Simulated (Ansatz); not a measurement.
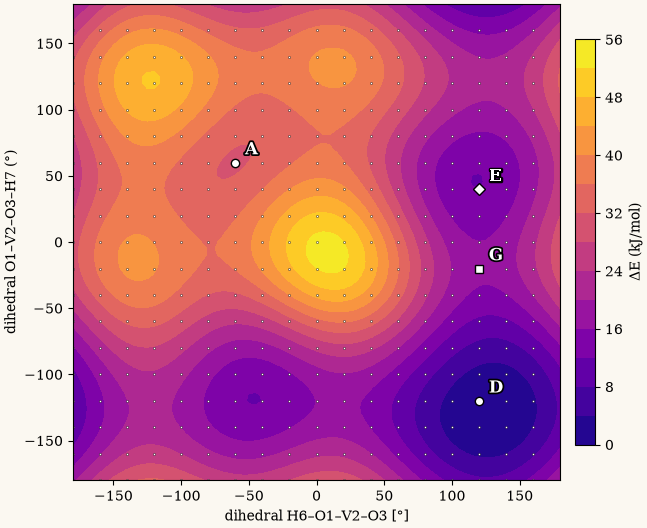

FH2O2SV, SMILES [OH][V]([OH])([F])=[S]. The first coordinate is: dihedral H6–O1–V2–O3; the second: dihedral O1–V2–O3–H7. Nothing is relaxed (all other coordinates rigid). The scan uses an 18 × 18 grid; 171 points were computed and 153 follow by symmetry. Points are written as (first, second). Energies: kJ/mol, counted from the relaxed molecule at the same level. Theory: RKS SPW92 (LDA)/def2-SVP (Ansatz).

The picture shows filled contours, dots at the grid points, lettered points. Between grid points the surface is interpolated.

Question: Is G the lowest point of the computed grid?

Answer: No. G lies 16.4 kJ/mol above the lowest grid point, which is at (120°, −120°).

Question: What kind of point is each of A, D, E, G: minimum, saddle, maximum or slope?

Answer: A: minimum; D: minimum; E: minimum; G: saddle point. (In these two coordinates alone; a stationary point may lie a little off the grid point.)
